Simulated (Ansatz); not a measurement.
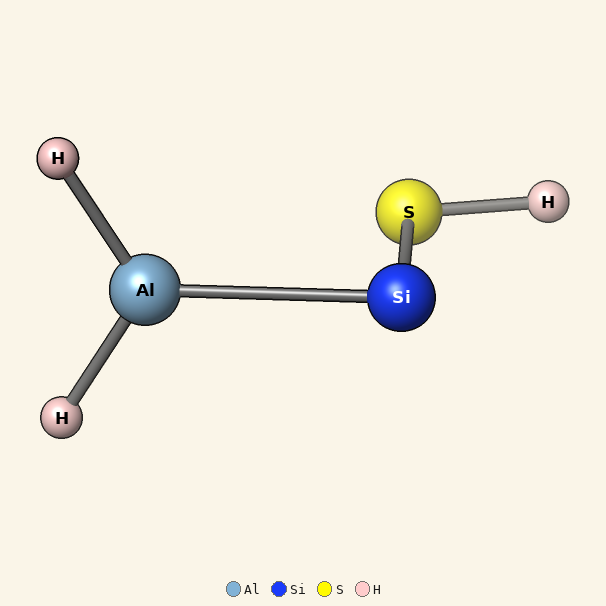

Depth is shown by fading: the farther an atom, the more it takes the colour of the background. The geometry was computed by an optimisation with PBE-D4/def2-SVP. No frequency run is at hand to confirm it as a minimum.

### Which symmetry elements does this geometry have?

It has 1 mirror plane, so the point group is Cs. The group has 2 operations. The geometry is achiral, and symmetry allows a dipole moment.
